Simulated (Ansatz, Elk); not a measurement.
# Ca2La: X-ray structure factors from the self-consistent density

Structure refinements treat a crystal as free atoms side by side. For a made-up structure of Ca2La (cell and positions from a PBE relaxation) the runs below show what the calculated density changes in F(hkl).

Main program and level: Elk 11.2.3 (patched build); DFT, PBE, all-electron APW+lo, Dirac cores, scalar-relativistic bands, static density, no spin.

The structure was built from a prototype and need not be the compound's stable phase.

### Step 1. The starting structure

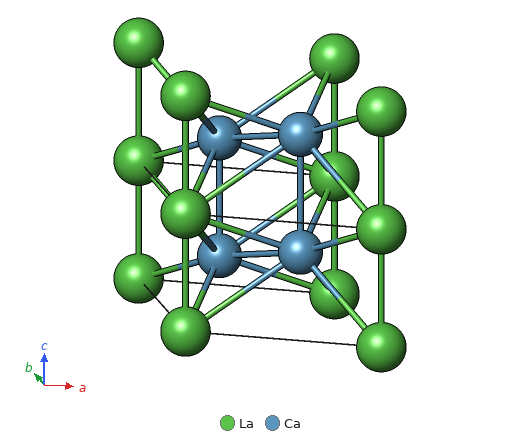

The cell as given, slightly off an axis (lanthanum green, calcium blue). 1×1×2 cells are drawn. Some periodic images of atoms are drawn too.

### Step 2. Ground state and structure factors

An all-electron density is needed, since X-rays see the cores too. Task 0 finds the density and task 195 Fourier-transforms it; tshift is off so that phases refer to the origin typed.

File elk.in:

```
tasks
  0
  195

xctype
  20

spinpol
  .false.

rgkmax
  7.0

gmaxvr
  14.0

lmaxo
  7

lmaxapw
  8

swidth
  0.002

tshift
  .false.

hmaxvr
  5.5

maxscl
  120

epspot
  1e-06

sppath
  './'

avec
  11.60799343155 0.00000000000 0.00000000000
  -5.80399671577 10.05281719868 -0.00000000000
  0.00000000000 -0.00000000000 6.93666798077

atoms
  2
  'La.in'
  1
  -0.0000000000 -0.0000000000 -0.0000000000   0.000000 0.000000 0.000000
  'Ca.in'
  2
  0.6666666667 0.3333333333 0.6119828615   0.000000 0.000000 0.000000
  0.3333333333 0.6666666667 0.3880171385   0.000000 0.000000 0.000000

ngridk
  4 4 6
```

Started as:

```bash
> OMP_NUM_THREADS=4 elk
```

Numbers of over 12 decimals in the logs are rounded to 6 here.

Output:

```text
┌─────────────────────────┐
│ Elk code version 11.2.3 │
└─────────────────────────┘

All units are atomic (Hartree, Bohr, etc.)

┌─────────────────────────────────────────────────┐
│ Ground-state run starting from atomic densities │
└─────────────────────────────────────────────────┘

Lattice vectors :
   11.60799343       0.000000000       0.000000000
  -5.803996716       10.05281720      -0.000000000
   0.000000000      -0.000000000       6.936667981

Reciprocal lattice vectors :
  0.5412809151      0.3125086820       0.000000000
  -0.000000000      0.6250173641       0.000000000
  -0.000000000       0.000000000      0.9057930010

Unit cell volume      :    809.4608465
Brillouin zone volume :   0.3064388037

Muffin-tin inner radius fraction :   0.1000000000E-01

Nuclei treated as point charges

Species : 1 (La)
 parameters loaded from : La.in
 name : lanthanum
 nuclear charge    :   -57.00000000
 electronic charge :    57.00000000
 atomic mass :    253209.2366
 muffin-tin radius :    2.800000000
 number of radial points in muffin-tin :   1393
 inner part over the whole radius :   0.9924947902E-02
 number on inner part of muffin-tin    :    996
 approximate nuclear radius :   0.9226798129E-04
 number of mesh points to nuclear radius :    505
 atomic positions (lattice), magnetic fields (Cartesian) :
  1 :   0.00000000  0.00000000  0.00000000    0.00000000  0.00000000  0.00000000

Species : 2 (Ca)
 parameters loaded from : Ca.in
 name : calcium
 nuclear charge    :   -20.00000000
 electronic charge :    20.00000000
 atomic mass :    73057.72475
 muffin-tin radius :    2.400000000
 number of radial points in muffin-tin :    993
 inner part over the whole radius :   0.9970789793E-02
 number on inner part of muffin-tin    :    698
 approximate nuclear radius :   0.6614485811E-04
 number of mesh points to nuclear radius :    321
 atomic positions (lattice), magnetic fields (Cartesian) :
  1 :  -0.33333333  0.33333333 -0.38801714    0.00000000  0.00000000  0.00000000
  2 :   0.33333333 -0.33333333  0.38801714    0.00000000  0.00000000  0.00000000

Total number of atoms per unit cell :    3
Total muffin-tin volume :    207.7639942
 ratio of muffin-tin to unit cell volume :   0.2566696031

Spin treatment :
 spin-unpolarised

Number of Bravais lattice symmetries :   24
Number of crystal symmetries         :   12
Crystal has inversion symmetry
Real symmetric eigensolver will be used

k-point grid :      4     4     6
k-point offset :    0.000000000       0.000000000       0.000000000
k-point set is reduced with full crystal symmetry group
Total number of k-points :       18

Muffin-tin radius times maximum |G+k| :    7.000000000
 using average radius
Maximum |G+k| for APW functions       :    2.763157895
Maximum (1/2)|G+k|²                   :    3.817520776
Maximum |G| for potential and density :    14.00000000
Constant for pseudocharge density :   10
 order of it for each species :   17  17
 order of it for pair densities of each species (exact exchange by exxq0 0: 18) :   12   8
Radial integration step length :    1

G-vector grid sizes :     54    54    32
Number of G-vectors :    37483

Maximum angular momentum used for
 APW functions            :    8
 outer part of muffin-tin :    7
 inner part of muffin-tin :    2

Total nuclear charge    :   -97.00000000
Total core charge       :    66.00000000
Total valence charge    :    31.00000000
Total excess charge     :    0.000000000
Total electronic charge :    97.00000000

Effective Wigner radius, rₛ :    1.258283498

Number of empty states         :     12
Total number of valence states :     28
Total number of core states    :     66

Third-order local-orbitals added for an l without core states : T
Total number of local-orbitals :     29

Exchange-correlation functional :     20     0     0
 Perdew-Burke-Ernzerhof, Phys. Rev. Lett. 77, 3865 (1996)
 gradient requirement :    1
 generalised gradient approximation (GGA)

Smearing type :    3
 Fermi-Dirac
Smearing width :   0.2000000000E-02
[...]
exchange                    :     -271.72491369113
 correlation                 :     -4.764602
 electron entropic           :    -0.15657483140754E-02
 total energy                :     -9859.4147607365

Density of states at Fermi energy :    119.9601250
 (states/Hartree/unit cell)

Estimated indirect band gap :   0.2169237201E-03
 from k-point 15 to k-point 14
Estimated direct band gap   :   0.9848871728E-02
 at k-point 13

Charges :
 core                        :    66.00000000
 valence                     :    31.00000000
 interstitial                :    6.124154536
 muffin-tins (core leakage)
  species : 1 (La)
   atom 1                    :    54.65240123     (  0.2202152758E-03)
  species : 2 (Ca)
   atom 1                    :    18.11172212     ( -0.1989928666E-06)
   atom 2                    :    18.11172212     ( -0.1989928666E-06)
 total in muffin-tins        :    90.87584546
 total calculated charge     :    96.99977023
 total charge                :    97.00000000
 error                       :   0.2297692295E-03

RMS change in Kohn-Sham potential (target) :   0.2424598939     (  0.1000000000E-05)
Absolute change in total energy (target)   :   0.4568617247     (  0.1000000000E-03)

[... loops 3 to 13 left out ...]

┌──────────────────┐
│ Loop number : 14 │
└──────────────────┘

Energies :
 Fermi                       :     0.168464
 sum of occupied eigenvalues :     -6046.6070006417
 electron kinetic            :      10464.964628139
 core electron kinetic       :      10321.630670525
 Coulomb                     :     -20047.031015445
 Coulomb potential           :     -16151.460064305
 nuclear-nuclear             :     -795.76009628544
 electron-nuclear            :     -22363.290750448
 Hartree                     :      3112.0198312880
 Madelung                    :     -11971.300983293
 xc potential                :     -360.11156447619
 exchange                    :     -271.61186259497
 correlation                 :     -4.762800
 electron entropic           :    -0.16092080579574E-02
 total energy                :     -9858.4426589684

Density of states at Fermi energy :    122.1769632
 (states/Hartree/unit cell)

Estimated indirect band gap :   0.1896716620E-02
 from k-point 15 to k-point 14
Estimated direct band gap   :   0.7111208186E-02
 at k-point 13

Charges :
 core                        :    66.00000000
 valence                     :    31.00000000
 interstitial                :    6.231982956
 muffin-tins (core leakage)
  species : 1 (La)
[...]
species : 2 (Ca)
[...]
total in muffin-tins        :    90.76801704
 total calculated charge     :    96.99977143
 total charge                :    97.00000000
 error                       :   0.2285651197E-03

RMS change in Kohn-Sham potential (target) :   0.7338527387E-06 (  0.1000000000E-05)
Absolute change in total energy (target)   :   0.3462389941E-05 (  0.1000000000E-03)

Convergence targets achieved

┌──────────────────┐
│ Loop number : 15 │
└──────────────────┘

Energies :
 Fermi                       :     0.168464
 sum of occupied eigenvalues :     -6046.6070109912
 electron kinetic            :      10464.964634371
 core electron kinetic       :      10321.630675152
 Coulomb                     :     -20047.031029844
 Coulomb potential           :     -16151.460049870
 nuclear-nuclear             :     -795.76009628544
 electron-nuclear            :     -22363.290794160
 Hartree                     :      3112.0198606014
 Madelung                    :     -11971.301004909
 xc potential                :     -360.11159549198
 exchange                    :     -271.61186301331
 correlation                 :     -4.762800
 electron entropic           :    -0.16092089177030E-02
 total energy                :     -9858.4426675687

Density of states at Fermi energy :    122.1770589
 (states/Hartree/unit cell)

Estimated indirect band gap :   0.1896706982E-02
 from k-point 15 to k-point 14
Estimated direct band gap   :   0.7111211649E-02
 at k-point 13

Charges :
 core                        :    66.00000000
 valence                     :    31.00000000
 interstitial                :    6.231982433
 muffin-tins (core leakage)
  species : 1 (La)
   atom 1                    :    54.52470585     (  0.2166455590E-03)
  species : 2 (Ca)
   atom 1                    :    18.12165586     ( -0.1988026970E-06)
   atom 2                    :    18.12165586     ( -0.1988026970E-06)
 total in muffin-tins        :    90.76801757
 total calculated charge     :    96.99977144
 total charge                :    97.00000000
 error                       :   0.2285647862E-03

┌──────────────────────────────┐
│ Self-consistent loop stopped │
└──────────────────────────────┘

Warning : core states of species 1 leak from the muffin-tin :   0.2166455590E-03

Wrote STATE.OUT
```

Elapsed: 22 s, on 4 threads of Arm Neoverse V1, shared host; peak memory 0.17 GiB.

SFACRHO.OUT:

```text

h k l indices transformed by vhmat matrix:
   1.000000000       0.000000000       0.000000000    
   0.000000000       1.000000000       0.000000000    
   0.000000000       0.000000000       1.000000000    

      h      k      l  multipl.   |H|            Re(F)            Im(F)           |F|

      0      0      0      1   0.0000000       97.000000      0.28371414E-16   97.000000    
      0      1      0      6  0.62501736       34.981194      0.28083815E-14   34.981194    
      0      0     -1      2  0.90579300       24.688334      0.56167629E-14   24.688334    
     -1      2      0      6   1.0825618       78.368594     -0.13043797E-13   78.368594    
      1     -1      1      6   1.1005034       76.226060      0.11935621E-13   76.226060    
      0      1     -1      6   1.1005034       41.954290      0.28083815E-14   41.954290    
      2     -2      0      6   1.2500347       31.358692     -0.12637717E-13   31.358692    
      1     -2      1     12   1.4115244       23.075563     -0.18254480E-13   23.075563    
      0      2     -1      6   1.5437123       68.700990     -0.11233526E-13   68.700990    
     -2      0      1      6   1.5437123       38.384932     -0.28083815E-14   38.384932    
      3     -1      0     12   1.6536405       29.107967      -0.0000000       29.107967    
      0      0     -2      2   1.8115860       44.777636     -0.42125722E-14   44.777636    
      0     -3      0      6   1.8750521       64.559401      0.59354998E-15   64.559401    
      2      1     -1     12   1.8854676       63.003497     -0.49146676E-14   63.003497    
     -3      1     -1     12   1.8854676       35.805423     -0.14041907E-14   35.805423    
     -1      1      2      6   1.9163743       58.453600     -0.14041907E-14   58.453600    
     -1      0      2      6   1.9163743       17.361438     -0.15446098E-13   17.361438    
     -3      3     -1      6   2.0823740       21.113000      -0.0000000       21.113000
```

Elk indexes on the primitive cell of elk.in and gives |H| = 4π sin θ/λ in inverse bohr. Below, one row stands for each form hkl of the conventional cell (m members, Friedel mates merged), F is for one primitive cell and the density is static (no thermal factor). Free-atom factors are Waasmaier and Kirfel's, and R is Σm||F|−|F'||/Σm|F|.

```
hkl   m  sin θ/λ (Å⁻¹)  abs F, DFT  neutral atoms   diff.
100   6          0.094      34.981         34.857  +0.124
001   2          0.136      24.688         24.842  -0.153
110   6          0.163      78.369         78.368  +0.001
011   6          0.166      76.226         76.248  -0.022
101   6          0.166      41.954         42.023  -0.068
200   6          0.188      31.359         31.370  -0.011
111  12          0.212      23.076         23.125  -0.049
201   6          0.232      68.701         68.460  +0.241
021   6          0.232      38.385         38.354  +0.031
210  12          0.249      29.108         29.147  -0.039
002   2          0.272      44.778         44.766  +0.011
300   6          0.282      64.559         64.479  +0.081
121  12          0.283      63.004         62.897  +0.106
211  12          0.283      35.805         35.762  +0.043
```

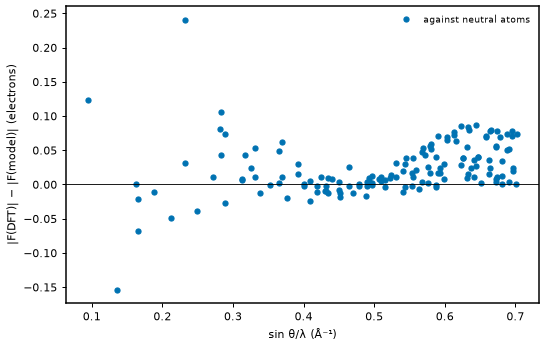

Difference between the calculated structure factors and the independent-atom ones.

### Step 3. What came out

```yaml
r_against_neutral_atoms_sin_theta_lambda_0p3_a_minus1: 0.14 %
r_against_neutral_atoms_0p3_to_0p70_a_minus1: 0.10 %
```

**Reading.** Independent neutral atoms miss the calculated amplitudes by R = 0.14 % below 0.3 Å⁻¹ and 0.10 % from there to 0.70 Å⁻¹; by shells, 0.40 % below 0.15 Å⁻¹ (2 forms), 0.13 % 0.15 to 0.3 (14 forms), 0.05 % 0.3 to 0.45 (30 forms), 0.12 % above 0.45 (103 forms). Bonding, aspherical density and the tables' own atoms all enter these figures, and the runs don't part them. The largest change of an amplitude is +0.24 electrons, at 201. The basis has no finished test. The k-mesh has no finished test. Part of the difference isn't bonding: the tables are fits to free atoms and ions calculated by other methods than this functional. Thermal motion, anomalous dispersion and extinction are left out.

[Logs are printed without paths, hosts, clocks, repeated set-up lines and the standing remarks that a program may print on its own settings, such as how far it seeks lower states.]

[Hosts, paths, dates, database ids (printed as entryN), source tags and the programs' standing remarks are cut or masked in the printed files.]
